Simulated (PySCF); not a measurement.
# C3H8GeO: core binding energies at several levels of theory

How much do the core binding energies of C3H8GeO (`CC[C](=O)[GeH3]`) depend on the level of theory, and what does each level cost?

The runs use PySCF 2.14.0, with density-fitted response routines of our own; the level of theory stands in each step. All values are computed, except where a source is named. Atoms count from 0, in the outputs and in this text.

### Step 1. Starting geometry

13 atoms, charge 0, multiplicity 1; geometry from: PBE0-D3(BJ)/def2-SVP.

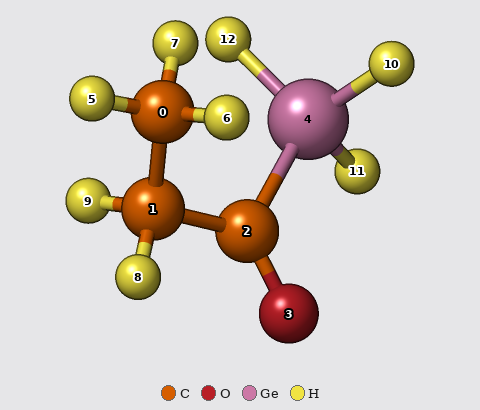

The starting geometry (carbon orange, oxygen red, germanium pink, hydrogen yellow), atoms numbered.

### Step 2. Core-electron binding energies: SCAN, X2C

What the job is given:

```
{"job": {"kind": "xps"}, "charge": 0, "multiplicity": 1}
C      1.497509     0.723072     0.340969
C      0.894608    -0.324554    -0.585622
C     -0.313110     0.168682    -1.348096
O     -0.424352     0.050933    -2.541974
Ge    -1.813245     1.082482    -0.354726
H      2.364791     0.313578     0.878387
H      1.837868     1.606188    -0.220907
H      0.776120     1.064696     1.100440
H      1.623397    -0.687860    -1.327420
H      0.559562    -1.197468     0.004822
H     -1.552444     2.600092    -0.366151
H     -3.111023     0.779307    -1.115303
H     -1.932428     0.617826     1.111475
```

Method: delta-SCF UKS SCAN, pcX-2 on the ionised atom, pcseg-1 elsewhere, spin-free X2C.

The run is started by

```sh
> OMP_NUM_THREADS=1 python probes_run.py task.json out
```

One launch serves the whole session: the jobs run in the order shown.

Output:

```text
ground state, core basis on atom 0 (C), 154 functions
  cycle   1  E = -2288.16279323  |g| = 7.28e-01
  cycle   2  E = -2287.43975145  |g| = 1.93e+00
  cycle   3  E = -2288.26048128  |g| = 2.55e-01
  cycle   4  E = -2288.27404734  |g| = 1.06e-01
  cycle   5  E = -2288.27678001  |g| = 1.27e-02
  cycle   6  E = -2288.27682270  |g| = 6.44e-03
  cycle   7  E = -2288.27683557  |g| = 1.95e-03
  cycle   8  E = -2288.27684127  |g| = 4.41e-04
  E(ground) = -2288.41770056 Eh
hole in C 1s of atom 0
  cycle   1  E = -2277.01874883  |g| = 1.50e+00
  cycle   2  E = -2276.19659459  |g| = 1.90e+00
  cycle   3  E = -2277.44835013  |g| = 5.53e-01
  cycle   4  E = -2277.41727536  |g| = 6.22e-01
  cycle   5  E = -2277.57460449  |g| = 8.58e-02
  cycle   6  E = -2277.57701298  |g| = 3.75e-02
  cycle   7  E = -2277.57785067  |g| = 7.69e-03
  cycle   8  E = -2277.57788136  |g| = 3.19e-03
  cycle   9  E = -2277.57788638  |g| = 1.23e-03
  cycle  10  E = -2277.57789021  |g| = 6.33e-04
  cycle  11  E = -2277.57789032  |g| = 2.44e-04
  E(ion) = -2277.71776191 Eh   <S^2> = 0.7677   hole on atom = 1.000   binding energy = 291.160 eV
ground state, core basis on atom 1 (C), 154 functions
  cycle   1  E = -2288.27759570  |g| = 5.91e-02
  cycle   2  E = -2288.27753776  |g| = 2.64e-02
  cycle   3  E = -2288.27757619  |g| = 2.39e-02
  cycle   4  E = -2288.27768349  |g| = 1.08e-02
  cycle   5  E = -2288.27770819  |g| = 4.62e-04
  cycle   6  E = -2288.27770613  |g| = 1.14e-04
  E(ground) = -2288.41893523 Eh
hole in C 1s of atom 1
  cycle   1  E = -2277.01230267  |g| = 1.51e+00
  cycle   2  E = -2275.94182601  |g| = 2.10e+00
  cycle   3  E = -2277.38657205  |g| = 6.88e-01
  cycle   4  E = -2277.43093994  |g| = 6.12e-01
  cycle   5  E = -2277.58116373  |g| = 6.23e-02
  cycle   6  E = -2277.58253762  |g| = 1.78e-02
  cycle   7  E = -2277.58268833  |g| = 7.82e-03
  cycle   8  E = -2277.58272134  |g| = 2.47e-03
  cycle   9  E = -2277.58272503  |g| = 1.07e-03
  cycle  10  E = -2277.58272525  |g| = 4.88e-04
  E(ion) = -2277.72284380 Eh   <S^2> = 0.7689   hole on atom = 1.000   binding energy = 291.055 eV
ground state, core basis on atom 2 (C), 154 functions
  cycle   1  E = -2288.28337190  |g| = 5.81e-02
  cycle   2  E = -2288.28335142  |g| = 1.95e-02
  cycle   3  E = -2288.28327389  |g| = 2.80e-02
  cycle   4  E = -2288.28342140  |g| = 9.99e-03
  cycle   5  E = -2288.28344100  |g| = 7.00e-04
  cycle   6  E = -2288.28344053  |g| = 1.56e-04
  E(ground) = -2288.42440561 Eh
hole in C 1s of atom 2
  cycle   1  E = -2276.94326555  |g| = 1.51e+00
  cycle   2  E = -2274.33124523  |g| = 2.42e+00
  cycle   3  E = -2276.99195325  |g| = 9.30e-01
  cycle   4  E = -2277.29083903  |g| = 7.47e-01
  cycle   5  E = -2277.49047183  |g| = 2.53e-01
  cycle   6  E = -2277.51450017  |g| = 6.88e-02
  cycle   7  E = -2277.51703585  |g| = 2.09e-02
  cycle   8  E = -2277.51744605  |g| = 1.01e-02
  cycle   9  E = -2277.51763409  |g| = 7.76e-03
  cycle  10  E = -2277.51784802  |g| = 4.75e-03
  cycle  11  E = -2277.51792712  |g| = 2.85e-03
  cycle  12  E = -2277.51793395  |g| = 1.39e-03
  cycle  13  E = -2277.51794014  |g| = 7.46e-04
  cycle  14  E = -2277.51793877  |g| = 3.33e-04
  E(ion) = -2277.65754469 Eh   <S^2> = 0.8479   hole on atom = 1.000   binding energy = 292.981 eV
ground state, core basis on atom 3 (O), 154 functions
  cycle   1  E = -2288.30582993  |g| = 9.64e-02
  cycle   2  E = -2288.30448713  |g| = 9.05e-02
  cycle   3  E = -2288.30464485  |g| = 8.67e-02
  cycle   4  E = -2288.30605251  |g| = 8.43e-03
  cycle   5  E = -2288.30607216  |g| = 7.25e-04
  cycle   6  E = -2288.30607222  |g| = 2.98e-04
  E(ground) = -2288.44504616 Eh
hole in O 1s of atom 3
  cycle   1  E = -2267.69678948  |g| = 2.22e+00
  cycle   2  E = -2266.56435491  |g| = 2.41e+00
  cycle   3  E = -2268.27128749  |g| = 6.49e-01
  cycle   4  E = -2268.36723511  |g| = 5.50e-01
  cycle   5  E = -2268.53675448  |g| = 9.14e-02
  cycle   6  E = -2268.54018751  |g| = 3.22e-02
  cycle   7  E = -2268.54078455  |g| = 4.75e-03
  cycle   8  E = -2268.54079368  |g| = 2.03e-03
  cycle   9  E = -2268.54079682  |g| = 1.10e-03
  cycle  10  E = -2268.54079809  |g| = 3.76e-04
  E(ion) = -2268.68035325 Eh   <S^2> = 0.7661   hole on atom = 1.000   binding energy = 537.825 eV
```

Run time: 33 s. Hardware: 1 thread of Arm Neoverse V1, shared host; peak memory 0.55 GiB.

The holes in one table. −ε is the ground-state orbital energy:

```
     hole  stands for              environment  ΔSCF (eV)  −ε (eV)   ⟨S²⟩
C1s on C0          C0            methyl carbon     291.16    274.0  0.768
C1s on C1          C1  sp3 CH2 α to a carbonyl     291.06    274.2  0.769
C1s on C2          C2          carbonyl carbon     292.98    276.2  0.848
O1s on O3          O3          carbonyl oxygen     537.82    516.8  0.766
```

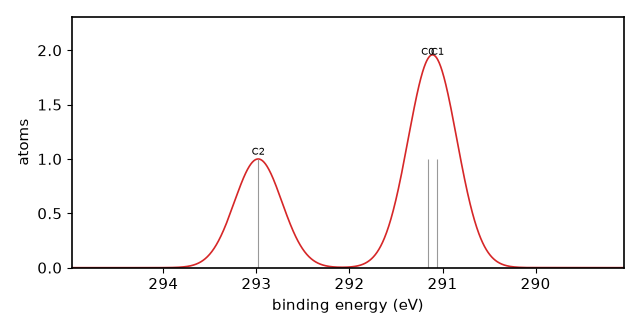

The C1s photoelectron lines, weighted by the number of atoms. Lines are broadened to a width of 0.60 eV (Gaussian).

### Step 3. Core holes by ΔSCF: B3LYP, X2C

The job, as its differences from that of step 2:

```diff
@@ -1,2 +1,2 @@
-{"job": {"kind": "xps"}, "charge": 0, "multiplicity": 1}
+{"job": {"kind": "xps", "xc": "B3LYP"}, "charge": 0, "multiplicity": 1}
 C      1.497509     0.723072     0.340969
```

Level: delta-SCF UKS B3LYP, pcX-2 on the ionised atom, pcseg-1 elsewhere, spin-free X2C.

Output:

```text
ground state, core basis on atom 0 (C), 154 functions
  cycle   1  E = -2288.33534464  |g| = 7.70e-01
  cycle   2  E = -2287.74372543  |g| = 1.85e+00
  cycle   3  E = -2288.45368797  |g| = 1.65e-01
  cycle   4  E = -2288.45889252  |g| = 8.75e-02
  cycle   5  E = -2288.46070335  |g| = 9.54e-03
  cycle   6  E = -2288.46072500  |g| = 2.95e-03
  cycle   7  E = -2288.46072752  |g| = 8.66e-04
  cycle   8  E = -2288.46072689  |g| = 2.81e-04
  E(ground) = -2288.46459753 Eh
hole in C 1s of atom 0
  cycle   1  E = -2277.20602350  |g| = 1.51e+00
  cycle   2  E = -2276.71051314  |g| = 1.72e+00
  cycle   3  E = -2277.70833758  |g| = 3.48e-01
  cycle   4  E = -2277.70401614  |g| = 3.70e-01
  cycle   5  E = -2277.75637224  |g| = 3.99e-02
  cycle   6  E = -2277.75698130  |g| = 1.45e-02
  cycle   7  E = -2277.75710207  |g| = 2.49e-03
  cycle   8  E = -2277.75710680  |g| = 8.90e-04
  cycle   9  E = -2277.75710815  |g| = 3.58e-04
  E(ion) = -2277.76099378 Eh   <S^2> = 0.7597   hole on atom = 1.000   binding energy = 291.260 eV
ground state, core basis on atom 1 (C), 154 functions
  cycle   1  E = -2288.46116511  |g| = 4.20e-02
  cycle   2  E = -2288.46113853  |g| = 1.69e-02
  cycle   3  E = -2288.46111935  |g| = 1.99e-02
  cycle   4  E = -2288.46119844  |g| = 5.87e-03
  cycle   5  E = -2288.46120389  |g| = 2.62e-04
  E(ground) = -2288.46507792 Eh
hole in C 1s of atom 1
  cycle   1  E = -2277.20015760  |g| = 1.52e+00
  cycle   2  E = -2276.39402318  |g| = 1.96e+00
  cycle   3  E = -2277.64408147  |g| = 5.46e-01
  cycle   4  E = -2277.67229221  |g| = 4.86e-01
  cycle   5  E = -2277.76153893  |g| = 3.70e-02
  cycle   6  E = -2277.76210602  |g| = 9.99e-03
  cycle   7  E = -2277.76215608  |g| = 2.81e-03
  cycle   8  E = -2277.76216114  |g| = 9.79e-04
  cycle   9  E = -2277.76216230  |g| = 4.07e-04
  E(ion) = -2277.76600110 Eh   <S^2> = 0.7603   hole on atom = 1.000   binding energy = 291.137 eV
ground state, core basis on atom 2 (C), 154 functions
  cycle   1  E = -2288.46649273  |g| = 4.81e-02
  cycle   2  E = -2288.46617587  |g| = 4.87e-02
  cycle   3  E = -2288.46649123  |g| = 2.84e-02
  cycle   4  E = -2288.46663056  |g| = 7.99e-03
  cycle   5  E = -2288.46664438  |g| = 3.78e-04
  E(ground) = -2288.47049379 Eh
hole in C 1s of atom 2
  cycle   1  E = -2277.13030178  |g| = 1.51e+00
  cycle   2  E = -2274.72280871  |g| = 2.37e+00
  cycle   3  E = -2277.30920410  |g| = 8.04e-01
  cycle   4  E = -2277.54225099  |g| = 6.34e-01
  cycle   5  E = -2277.68398614  |g| = 1.76e-01
  cycle   6  E = -2277.69514641  |g| = 4.22e-02
  cycle   7  E = -2277.69604934  |g| = 1.06e-02
  cycle   8  E = -2277.69615557  |g| = 4.50e-03
  cycle   9  E = -2277.69619448  |g| = 2.74e-03
  cycle  10  E = -2277.69623071  |g| = 1.41e-03
  cycle  11  E = -2277.69623644  |g| = 6.65e-04
  cycle  12  E = -2277.69623806  |g| = 1.83e-04
  E(ion) = -2277.70005563 Eh   <S^2> = 0.7822   hole on atom = 1.000   binding energy = 293.079 eV
ground state, core basis on atom 3 (O), 154 functions
  cycle   1  E = -2288.48869630  |g| = 7.45e-02
  cycle   2  E = -2288.48742418  |g| = 9.33e-02
  cycle   3  E = -2288.48869530  |g| = 4.07e-02
  cycle   4  E = -2288.48899230  |g| = 2.15e-03
  cycle   5  E = -2288.48899446  |g| = 4.65e-04
  E(ground) = -2288.49291755 Eh
hole in O 1s of atom 3
  cycle   1  E = -2267.89158570  |g| = 2.23e+00
  cycle   2  E = -2267.17420575  |g| = 2.31e+00
  cycle   3  E = -2268.62134194  |g| = 4.51e-01
  cycle   4  E = -2268.66346968  |g| = 3.44e-01
  cycle   5  E = -2268.72832929  |g| = 5.75e-02
  cycle   6  E = -2268.72958722  |g| = 1.19e-02
  cycle   7  E = -2268.72966479  |g| = 2.74e-03
  cycle   8  E = -2268.72967318  |g| = 1.05e-03
  cycle   9  E = -2268.72967334  |g| = 3.54e-04
  E(ion) = -2268.73357966 Eh   <S^2> = 0.7589   hole on atom = 1.000   binding energy = 537.679 eV
```

Wall time 40 s (1 thread of Arm Neoverse V1, shared host); peak memory 0.63 GiB.

Binding energies by hole, beside the orbital energy of the ground state; the difference holds orbital relaxation and, for a density functional, its self-interaction error:

```
     hole  stands for              environment  ΔSCF (eV)  −ε (eV)   ⟨S²⟩
C1s on C0          C0            methyl carbon     291.26    277.3  0.760
C1s on C1          C1  sp3 CH2 α to a carbonyl     291.14    277.5  0.760
C1s on C2          C2          carbonyl carbon     293.08    279.6  0.782
O1s on O3          O3          carbonyl oxygen     537.68    521.1  0.759
```

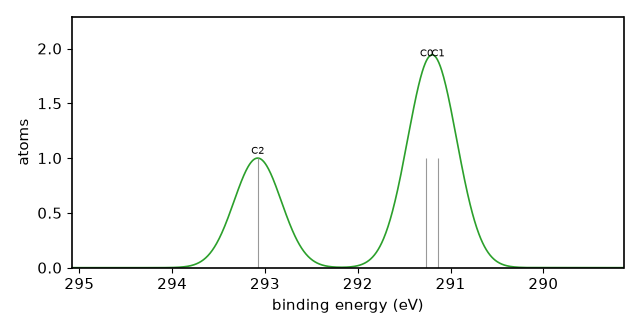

The C1s photoelectron lines, weighted by the number of atoms. Lines are broadened to a width of 0.60 eV (Gaussian).

### Step 4. X-ray photoelectron lines: PBE0, X2C

The job, as its differences from that of step 3:

```diff
@@ -1,2 +1,2 @@
-{"job": {"kind": "xps", "xc": "B3LYP"}, "charge": 0, "multiplicity": 1}
+{"job": {"kind": "xps", "xc": "PBE0"}, "charge": 0, "multiplicity": 1}
 C      1.497509     0.723072     0.340969
```

Level: delta-SCF UKS PBE0, pcX-2 on the ionised atom, pcseg-1 elsewhere, spin-free X2C.

Output:

```text
ground state, core basis on atom 0 (C), 154 functions
  cycle   1  E = -2287.79868921  |g| = 7.19e-01
  cycle   2  E = -2287.37706791  |g| = 1.61e+00
  cycle   3  E = -2287.90466879  |g| = 1.25e-01
  cycle   4  E = -2287.90771174  |g| = 6.44e-02
  cycle   5  E = -2287.90870387  |g| = 6.92e-03
  cycle   6  E = -2287.90871582  |g| = 2.10e-03
  cycle   7  E = -2287.90871540  |g| = 6.27e-04
  cycle   8  E = -2287.90871617  |g| = 1.64e-04
  E(ground) = -2287.91184610 Eh
hole in C 1s of atom 0
  cycle   1  E = -2276.67582122  |g| = 1.51e+00
  cycle   2  E = -2276.33556723  |g| = 1.58e+00
  cycle   3  E = -2277.18677981  |g| = 3.11e-01
  cycle   4  E = -2277.19283881  |g| = 2.92e-01
  cycle   5  E = -2277.22550043  |g| = 3.30e-02
  cycle   6  E = -2277.22593585  |g| = 1.09e-02
  cycle   7  E = -2277.22600541  |g| = 2.38e-03
  cycle   8  E = -2277.22601218  |g| = 9.19e-04
  cycle   9  E = -2277.22601325  |g| = 3.15e-04
  E(ion) = -2277.22914669 Eh   <S^2> = 0.7628   hole on atom = 1.000   binding energy = 290.691 eV
ground state, core basis on atom 1 (C), 154 functions
  cycle   1  E = -2287.90998388  |g| = 5.82e-02
  cycle   2  E = -2287.90996892  |g| = 1.57e-02
  cycle   3  E = -2287.90993329  |g| = 2.09e-02
  cycle   4  E = -2287.91002046  |g| = 5.02e-03
  cycle   5  E = -2287.91002763  |g| = 2.16e-04
  E(ground) = -2287.91316360 Eh
hole in C 1s of atom 1
  cycle   1  E = -2276.67001710  |g| = 1.52e+00
  cycle   2  E = -2276.05032608  |g| = 1.81e+00
  cycle   3  E = -2277.13023958  |g| = 5.03e-01
  cycle   4  E = -2277.16355169  |g| = 4.20e-01
  cycle   5  E = -2277.23009997  |g| = 3.21e-02
  cycle   6  E = -2277.23053774  |g| = 8.05e-03
  cycle   7  E = -2277.23057378  |g| = 2.52e-03
  cycle   8  E = -2277.23057911  |g| = 1.02e-03
  cycle   9  E = -2277.23057964  |g| = 3.96e-04
  E(ion) = -2277.23367573 Eh   <S^2> = 0.7635   hole on atom = 1.000   binding energy = 290.604 eV
ground state, core basis on atom 2 (C), 154 functions
  cycle   1  E = -2287.91551919  |g| = 6.30e-02
  cycle   2  E = -2287.91533744  |g| = 4.12e-02
  cycle   3  E = -2287.91542435  |g| = 3.66e-02
  cycle   4  E = -2287.91566355  |g| = 8.45e-03
  cycle   5  E = -2287.91568005  |g| = 2.96e-04
  E(ground) = -2287.91878224 Eh
hole in C 1s of atom 2
  cycle   1  E = -2276.59869350  |g| = 1.51e+00
  cycle   2  E = -2274.46677616  |g| = 2.26e+00
  cycle   3  E = -2276.83502424  |g| = 7.38e-01
  cycle   4  E = -2277.03976269  |g| = 5.69e-01
  cycle   5  E = -2277.15437220  |g| = 1.54e-01
  cycle   6  E = -2277.16321549  |g| = 3.51e-02
  cycle   7  E = -2277.16389334  |g| = 1.06e-02
  cycle   8  E = -2277.16405271  |g| = 5.52e-03
  cycle   9  E = -2277.16414391  |g| = 3.71e-03
  cycle  10  E = -2277.16422645  |g| = 1.72e-03
  cycle  11  E = -2277.16423819  |g| = 6.95e-04
  cycle  12  E = -2277.16423856  |g| = 2.67e-04
  E(ion) = -2277.16731576 Eh   <S^2> = 0.8024   hole on atom = 1.000   binding energy = 292.562 eV
ground state, core basis on atom 3 (O), 154 functions
  cycle   1  E = -2287.93717378  |g| = 9.57e-02
  cycle   2  E = -2287.93613450  |g| = 8.58e-02
  cycle   3  E = -2287.93681080  |g| = 6.10e-02
  cycle   4  E = -2287.93748021  |g| = 2.80e-03
  cycle   5  E = -2287.93748293  |g| = 4.75e-04
  E(ground) = -2287.94063267 Eh
hole in O 1s of atom 3
  cycle   1  E = -2267.35660547  |g| = 2.23e+00
  cycle   2  E = -2266.85756338  |g| = 2.18e+00
  cycle   3  E = -2268.12156401  |g| = 3.94e-01
  cycle   4  E = -2268.16093356  |g| = 2.54e-01
  cycle   5  E = -2268.19616985  |g| = 4.90e-02
  cycle   6  E = -2268.19708243  |g| = 8.32e-03
  cycle   7  E = -2268.19712094  |g| = 2.69e-03
  cycle   8  E = -2268.19712715  |g| = 1.06e-03
  cycle   9  E = -2268.19712867  |g| = 3.68e-04
  E(ion) = -2268.20026981 Eh   <S^2> = 0.7606   hole on atom = 1.000   binding energy = 537.163 eV
```

Run time: 37 s. Hardware: 1 thread of Arm Neoverse V1, shared host; peak memory 0.63 GiB.

Binding energies by hole, beside the orbital energy of the ground state; the difference holds orbital relaxation and, for a density functional, its self-interaction error:

```
     hole  stands for              environment  ΔSCF (eV)  −ε (eV)   ⟨S²⟩
C1s on C0          C0            methyl carbon     290.69    278.7  0.763
C1s on C1          C1  sp3 CH2 α to a carbonyl     290.60    278.9  0.764
C1s on C2          C2          carbonyl carbon     292.56    281.0  0.802
O1s on O3          O3          carbonyl oxygen     537.16    523.2  0.761
```

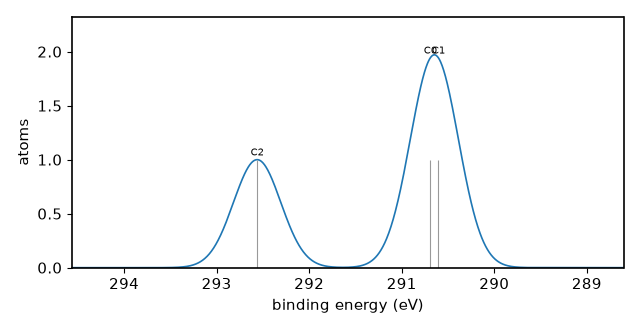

The C1s photoelectron lines, weighted by the number of atoms. Lines are broadened to a width of 0.60 eV (Gaussian).

### Step 5. X-ray photoelectron lines: PBE, X2C

The job, as its differences from that of step 4:

```diff
@@ -1,2 +1,2 @@
-{"job": {"kind": "xps", "xc": "PBE0"}, "charge": 0, "multiplicity": 1}
+{"job": {"kind": "xps", "xc": "PBE"}, "charge": 0, "multiplicity": 1}
 C      1.497509     0.723072     0.340969
```

With the program's defaults for keys left out, this is: delta-SCF UKS PBE, pcX-2 on the ionised atom, pcseg-1 elsewhere, spin-free X2C.

Output:

```text
ground state, core basis on atom 0 (C), 154 functions
  cycle   1  E = -2287.71184702  |g| = 8.04e-01
  cycle   2  E = -2286.43243715  |g| = 2.46e+00
  cycle   3  E = -2287.82342637  |g| = 3.26e-01
  cycle   4  E = -2287.84460642  |g| = 1.71e-01
  cycle   5  E = -2287.85124892  |g| = 2.64e-02
  cycle   6  E = -2287.85147648  |g| = 1.18e-02
  cycle   7  E = -2287.85151150  |g| = 2.67e-03
  cycle   8  E = -2287.85151338  |g| = 7.09e-04
  cycle   9  E = -2287.85151134  |g| = 1.89e-04
  E(ground) = -2287.85582242 Eh
hole in C 1s of atom 0
  cycle   1  E = -2276.63112920  |g| = 1.52e+00
  cycle   2  E = -2274.88911924  |g| = 2.39e+00
  cycle   3  E = -2276.90209713  |g| = 8.00e-01
  cycle   4  E = -2276.92436569  |g| = 7.94e-01
  cycle   5  E = -2277.16851282  |g| = 1.72e-01
  cycle   6  E = -2277.18014730  |g| = 7.29e-02
  cycle   7  E = -2277.18302526  |g| = 1.47e-02
  cycle   8  E = -2277.18313790  |g| = 4.83e-03
  cycle   9  E = -2277.18315067  |g| = 1.03e-03
  cycle  10  E = -2277.18315202  |g| = 3.87e-04
  E(ion) = -2277.18746806 Eh   <S^2> = 0.7604   hole on atom = 1.000   binding energy = 290.301 eV
ground state, core basis on atom 1 (C), 154 functions
  cycle   1  E = -2287.85213565  |g| = 7.24e-02
  cycle   2  E = -2287.85203694  |g| = 2.54e-02
  cycle   3  E = -2287.85173130  |g| = 4.55e-02
  cycle   4  E = -2287.85215076  |g| = 1.36e-02
  cycle   5  E = -2287.85218856  |g| = 7.90e-04
  cycle   6  E = -2287.85218782  |g| = 2.37e-04
  E(ground) = -2287.85650649 Eh
hole in C 1s of atom 1
  cycle   1  E = -2276.62455157  |g| = 1.53e+00
  cycle   2  E = -2275.08976968  |g| = 2.39e+00
  cycle   3  E = -2276.92846067  |g| = 7.91e-01
  cycle   4  E = -2276.95966610  |g| = 7.56e-01
  cycle   5  E = -2277.18483389  |g| = 7.19e-02
  cycle   6  E = -2277.18695897  |g| = 2.92e-02
  cycle   7  E = -2277.18736933  |g| = 9.51e-03
  cycle   8  E = -2277.18740964  |g| = 2.31e-03
  cycle   9  E = -2277.18741231  |g| = 5.21e-04
  cycle  10  E = -2277.18741141  |g| = 1.92e-04
  E(ion) = -2277.19168134 Eh   <S^2> = 0.7611   hole on atom = 1.000   binding energy = 290.205 eV
ground state, core basis on atom 2 (C), 154 functions
  cycle   1  E = -2287.85715853  |g| = 7.78e-02
  cycle   2  E = -2287.85618239  |g| = 7.65e-02
  cycle   3  E = -2287.85620963  |g| = 7.69e-02
  cycle   4  E = -2287.85727394  |g| = 1.89e-02
  cycle   5  E = -2287.85736604  |g| = 1.06e-03
  cycle   6  E = -2287.85736577  |g| = 4.09e-04
  E(ground) = -2287.86164473 Eh
hole in C 1s of atom 2
  cycle   1  E = -2276.55860764  |g| = 1.52e+00
  cycle   2  E = -2273.55056679  |g| = 2.63e+00
  cycle   3  E = -2276.53824167  |g| = 9.87e-01
  cycle   4  E = -2276.80540651  |g| = 8.82e-01
  cycle   5  E = -2277.09577262  |g| = 2.61e-01
  cycle   6  E = -2277.12036866  |g| = 9.84e-02
  cycle   7  E = -2277.12526198  |g| = 2.66e-02
  cycle   8  E = -2277.12562444  |g| = 5.99e-03
  cycle   9  E = -2277.12564276  |g| = 2.67e-03
  cycle  10  E = -2277.12564835  |g| = 8.75e-04
  cycle  11  E = -2277.12564867  |g| = 5.17e-04
  cycle  12  E = -2277.12564801  |g| = 1.76e-04
  E(ion) = -2277.12989732 Eh   <S^2> = 0.7738   hole on atom = 1.000   binding energy = 292.026 eV
ground state, core basis on atom 3 (O), 154 functions
  cycle   1  E = -2287.87931791  |g| = 1.20e-01
  cycle   2  E = -2287.87490218  |g| = 1.61e-01
  cycle   3  E = -2287.87761596  |g| = 1.08e-01
  cycle   4  E = -2287.87980578  |g| = 6.98e-03
  cycle   5  E = -2287.87981334  |g| = 1.42e-03
  cycle   6  E = -2287.87981467  |g| = 4.27e-04
  E(ground) = -2287.88415768 Eh
hole in O 1s of atom 3
  cycle   1  E = -2267.30714795  |g| = 2.25e+00
  cycle   2  E = -2265.54337618  |g| = 2.70e+00
  cycle   3  E = -2267.74127409  |g| = 7.72e-01
  cycle   4  E = -2267.82452790  |g| = 7.53e-01
  cycle   5  E = -2268.14381549  |g| = 9.52e-02
  cycle   6  E = -2268.14721121  |g| = 5.18e-02
  cycle   7  E = -2268.14892344  |g| = 5.64e-03
  cycle   8  E = -2268.14893868  |g| = 2.15e-03
  cycle   9  E = -2268.14894249  |g| = 6.54e-04
  cycle  10  E = -2268.14894054  |g| = 1.88e-04
  E(ion) = -2268.15327534 Eh   <S^2> = 0.7586   hole on atom = 1.000   binding energy = 536.905 eV
```

Run time: 19 s. Hardware: 1 thread of Arm Neoverse V1, shared host; peak memory 0.53 GiB.

Binding energies by hole, beside the orbital energy of the ground state; the difference holds orbital relaxation and, for a density functional, its self-interaction error:

```
     hole  stands for              environment  ΔSCF (eV)  −ε (eV)   ⟨S²⟩
C1s on C0          C0            methyl carbon     290.30    269.4  0.760
C1s on C1          C1  sp3 CH2 α to a carbonyl     290.20    269.6  0.761
C1s on C2          C2          carbonyl carbon     292.03    271.6  0.774
O1s on O3          O3          carbonyl oxygen     536.90    510.8  0.759
```

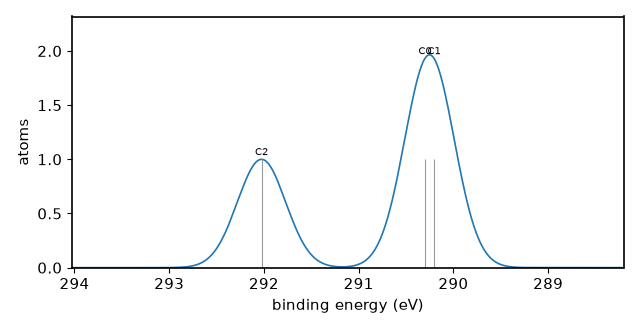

The C1s photoelectron lines, weighted by the number of atoms. Lines are broadened to a width of 0.60 eV (Gaussian).

(Part 1 of 3 ends here.)
